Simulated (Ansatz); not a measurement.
The reference is CdSe in the zinc blende structure (space group F-43m, No. 216; a = 6.133 Å).

Now apply this change: S takes the place of Se on all its sites; the structure is relaxed again.

Calculations: r2SCAN/PAW in Ansatz (a quantum-chemistry and plane-wave program), no spin-orbit coupling.

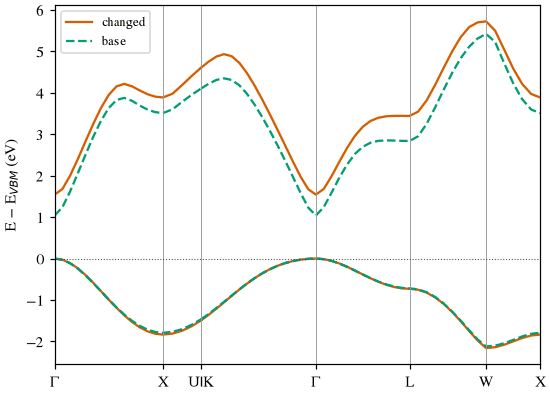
Figure. Highest valence and lowest conduction band along the path, each from its own valence-band maximum

Task: From the figure, how large is the changed gap, and is it direct?

Result: About 1.5 eV, direct at Γ.

No phonon test of stability was made.
